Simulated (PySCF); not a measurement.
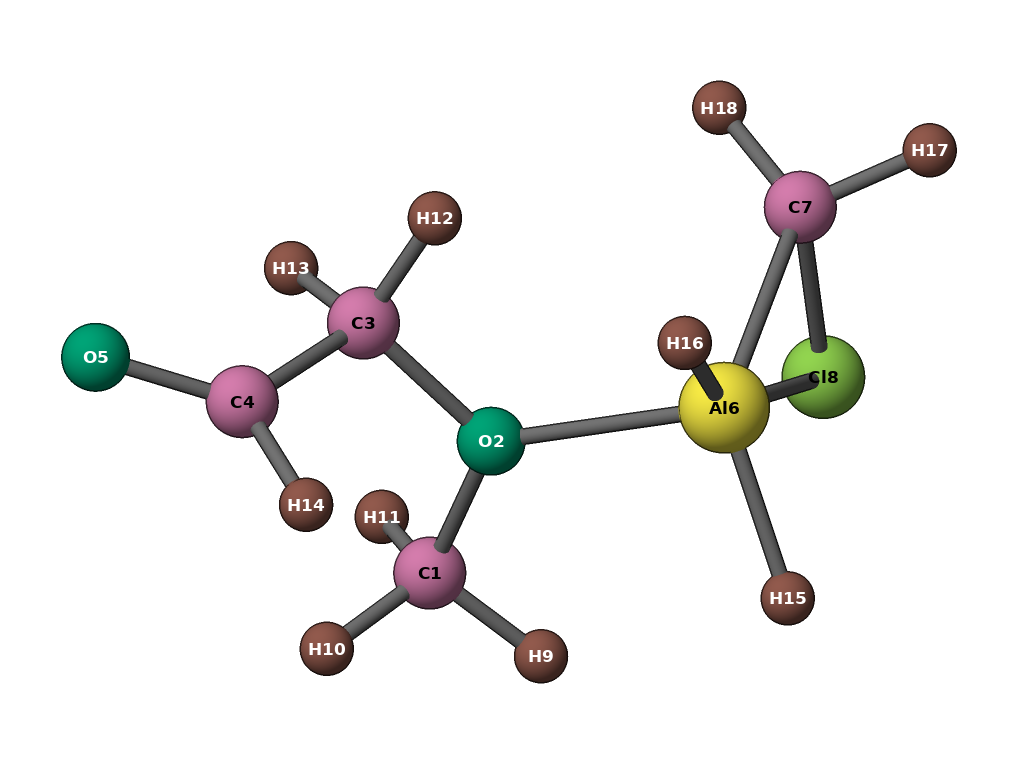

The questions are on isotropic NMR shieldings of the H atoms. The computed structure is the end point of a GFN2-xTB optimisation. No frequency run is at hand to confirm it as a minimum. Properties computed with GIAO PBE0/pcSseg-1 NMR shielding, non-relativistic, gas phase (PySCF 2.14.0).

List the isotropic NMR shieldings of the H atoms.

| atom | σ (ppm) |
| --- | --- |
| H9 | 26.70 |
| H10 | 27.98 |
| H11 | 27.89 |
| H12 | 26.45 |
| H13 | 27.87 |
| H14 | 21.54 |
| H15 | 26.94 |
| H16 | 27.01 |
| H17 | 29.05 |
| H18 | 29.03 |

The geometry is semi-empirical. Around Al such bond lengths and angles can be off by a tenth of an ångström or more and by several degrees, and values that hang on the shape move with them.
